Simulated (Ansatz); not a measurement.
**Computed energy against volume: Os (fcc, Cu type)**

Os (fcc, Cu type)

```cif
data_Os4
_chemical_formula_sum 'Os4'
_space_group_name_H-M_alt 'Fm-3m'
_space_group_IT_number 225
_space_group_name_Hall '-F 4 2 3'
_cell_length_a 3.82054
_cell_length_b 3.82054
_cell_length_c 3.82054
_cell_angle_alpha 90.000
_cell_angle_beta 90.000
_cell_angle_gamma 90.000
loop_
_atom_site_label
_atom_site_type_symbol
_atom_site_symmetry_multiplicity
_atom_site_Wyckoff_symbol
_atom_site_fract_x
_atom_site_fract_y
_atom_site_fract_z
_atom_site_occupancy
Os1 Os 4 a 0.00000 0.00000 0.00000 1
```
(The calculation used a cell of 1 atom; values per cell refer to that cell.)

This relaxed cell (volume V₀) is scaled evenly in all directions, its shape held. Symmetry pins the atoms to their sites.

The numbers are results of PBEsol (plane waves to 420 eV, PAW, scalar-relativistic; Ansatz, a quantum-chemistry and plane-wave program), not measurements. k mesh 21×21×21 (Γ-centred), Fermi-Dirac smearing 0.05 eV. The energy includes the smearing's −TS. Stress and pressure are positive under compression. Os is run without spin polarisation. Os was relaxed with its symmetry unable to fall. Spin-orbit coupling is left out, though Os is heavy. This is one of several known forms of Os; the measured ambient cells at hand have space group No. 194. The zero of ΔE is the relaxed starting cell.

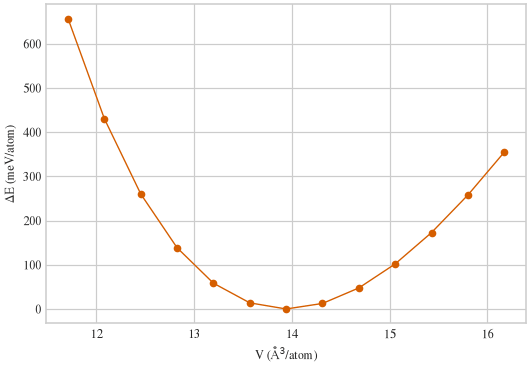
ΔE (meV/atom) against V (Å³/atom); markers are the computed points, lines only join them.

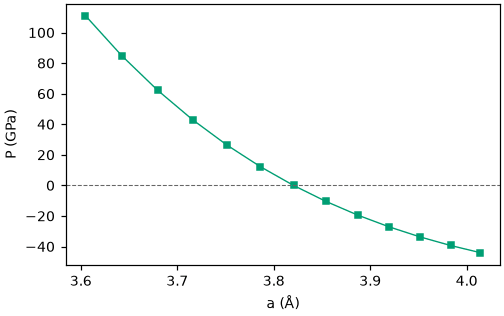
*P (GPa) against a (Å); markers are the computed points, lines only join them.*

The pressure derivative B₀′ (fit) comes out as 4.7. The pressure at the smallest volume comes out as 111 GPa and the equilibrium volume of the fit is 13.94 Å³/atom. The pressure for 5 % compression (fit) is 24.5 GPa and the bulk modulus B₀ (third-order Birch-Murnaghan fit) is 423 GPa.

P = (3B₀/2)(x⁷ − x⁵)[1 + ¾(B₀′ − 4)(x² − 1)] with x = (1/0.95)^(1/3), B₀ = 423 GPa and B₀′ = 4.71.

(A scan under strain: stresses follow from slopes of the energy per volume, elastic moduli from its curvatures.)
